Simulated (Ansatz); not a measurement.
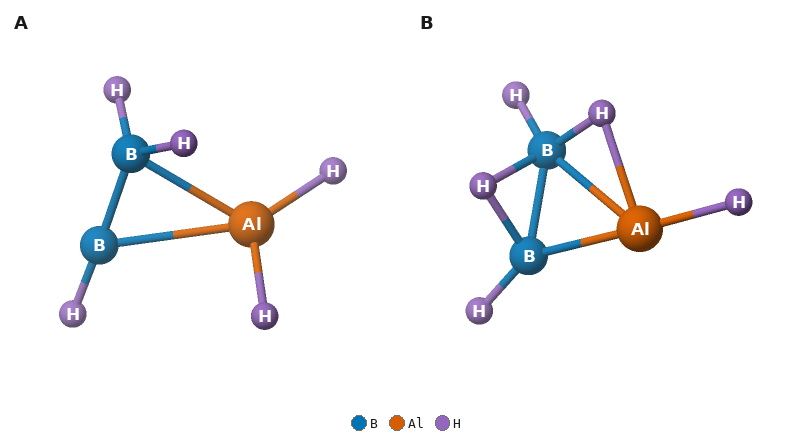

2 stationary structures of one formula. Geometries: PBE-D4/def2-SVP. Electronic energies: PBE-D4/def2-SVP (Ansatz 0.2.0), without zero-point energy. No frequency run is at hand to confirm each as a minimum. Each is one conformer, not always the lowest.

Which is lowest in energy, and by how much?

B is lowest (C1); A lies 61.3 kJ/mol above it (C1).
